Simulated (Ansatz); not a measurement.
# F2H4MoO4: what the fields show

Input

```
crystal:
  periodic: [false, false, false]
  atoms:
    - {symbol: O, position_ang: [-1.048877, -1.377770, 0.790764]}
    - {symbol: Mo, position_ang: [0.018863, -0.005760, 0.024694]}
    - {symbol: O, position_ang: [1.248901, 1.330790, -0.534924]}
    - {symbol: O, position_ang: [-0.305511, -0.954795, -1.518368]}
    - {symbol: O, position_ang: [-1.200258, 1.329316, -0.318814]}
    - {symbol: F, position_ang: [1.631844, -0.919293, 0.309568]}
    - {symbol: F, position_ang: [0.129164, 0.476706, 1.833950]}
    - {symbol: H, position_ang: [-1.084589, -1.387245, 1.753301]}
    - {symbol: H, position_ang: [2.179273, 1.118786, -0.403541]}
    - {symbol: H, position_ang: [-0.599167, -1.871166, -1.538233]}
    - {symbol: H, position_ang: [-0.969654, 2.260442, -0.398386]}
basis:
  gaussian: {orbitals: def2-TZVPP}
hamiltonian: {xc: pbe0, dispersion: d4}
output: {orbitals: {seedname: orbitals}}
```

Launched as:

```sh
ansatz run in.yaml --threads 8 --pin off --events-out ev --progress --plain --max-ram 20889MiB
```

Geometry: PBE0-D4/def2-TZVP; core potentials replace the inner electrons of Mo.

Method: Ansatz, RKS PBE0-D4/def2-TZVPP.

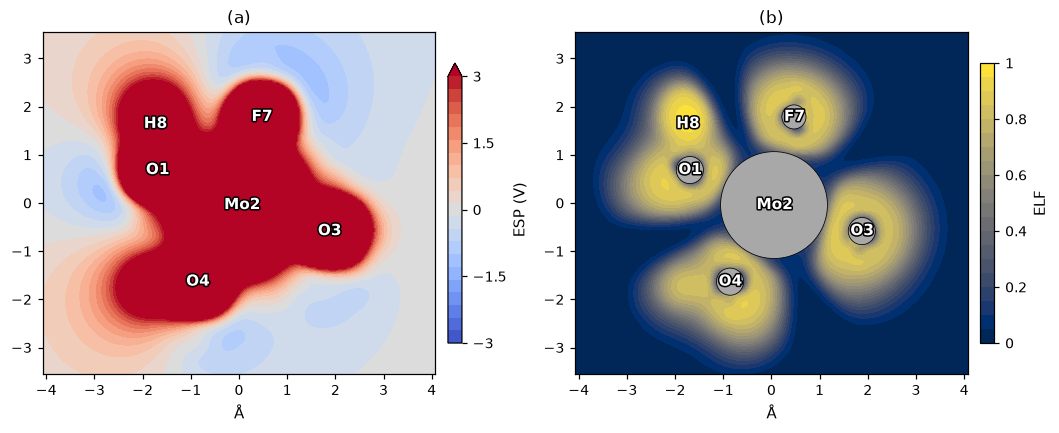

Figure 1. (a) electrostatic potential; (b) ELF on the plane of atoms O3, Mo2 and F7. Grey discs cover the atomic cores in the ELF map.

Question: What do the fields say about this system?

Answer: Atoms in the plane: O, Mo, F and H. Mo–O (1.84 Å): the ELF peaks at about 0.85 in the valence shell of O, 0.5 Å from its nucleus, and drops to about 0.30 between the two atoms. Mo–F (1.88 Å): the ELF peaks at about 0.80 in the valence shell of F, 0.5 Å from its nucleus, and drops to about 0.25 between the two atoms. O–H (0.96 Å): the ELF climbs to about 1 towards the hydrogen, as it does in any bond to H: a covalent bond by its length. Mo–O (1.90 Å): the ELF peaks at about 0.85 in the valence shell of O, 0.5 Å from its nucleus, and drops to about 0.25 between the two atoms. Outside the dense part of the molecule the potential is most negative (−1.1 V) near F7.

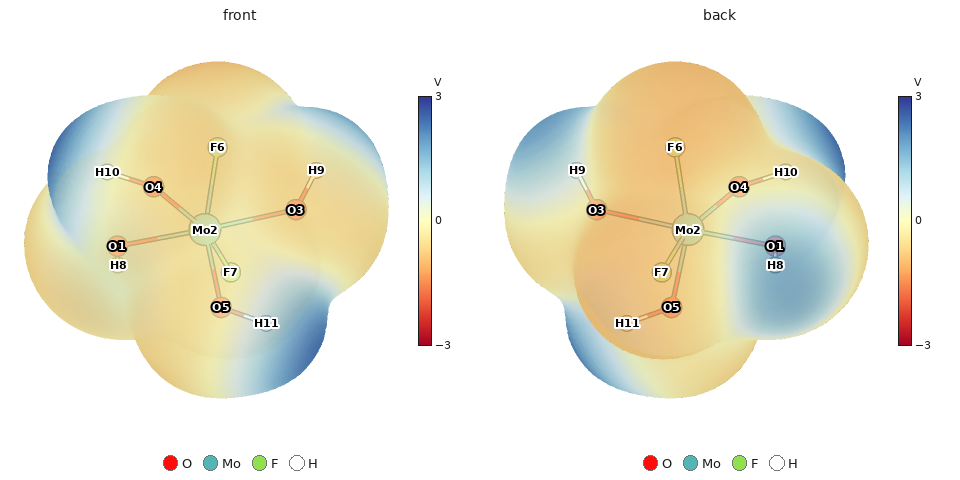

Figure 2. The electrostatic potential painted on the density surface at 0.001 e/bohr³, seen from the front and from behind; red is negative and blue positive.

Question: Where is the surface potential most negative and most positive?

Answer: The most negative region (about −1.0 V, or −23 kcal/mol for a unit charge) lies over F6 and F7, the most positive (about +2.4 V, or +55 kcal/mol for a unit charge) over H10 and H11.

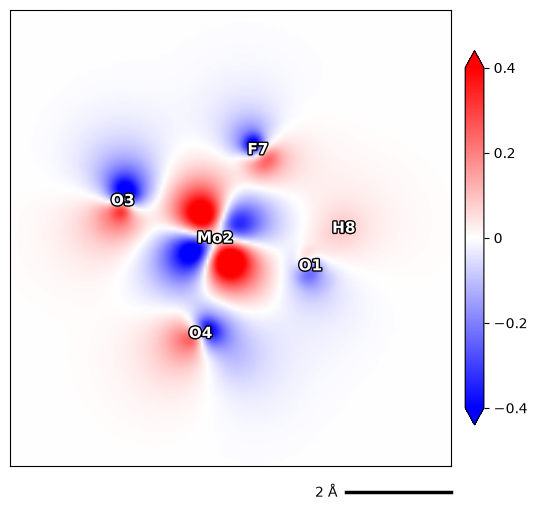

Figure 3. One frontier orbital on the plane of atoms O1, Mo2 and F7 (values in Å⁻³ᐟ²; the overall sign is arbitrary).

Question: Which orbital is it: HOMO or LUMO?

Answer: The LUMO, at −3.53 eV. Its weight (Hirshfeld) is mainly on Mo2 (about 60 %), O1 (about 5 %), O3 (about 5 %), O4 (about 5 %) and O5 (about 5 %).

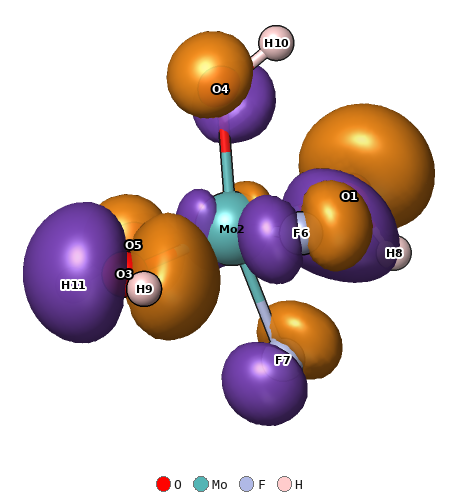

Figure 4. The HOMO at ±0.1 Å⁻³ᐟ² (orange and purple are the two phases), seen at an oblique angle.

Question: Describe this orbital and give its energy.

Answer: Its weight (Hirshfeld) is mainly on O1 (about 30 %), O3 (about 30 %), F7 (about 10 %) and F6 (about 10 %); largely a combination of lone pairs on O1, O3, F7 and F6. Its energy is −9.47 eV.
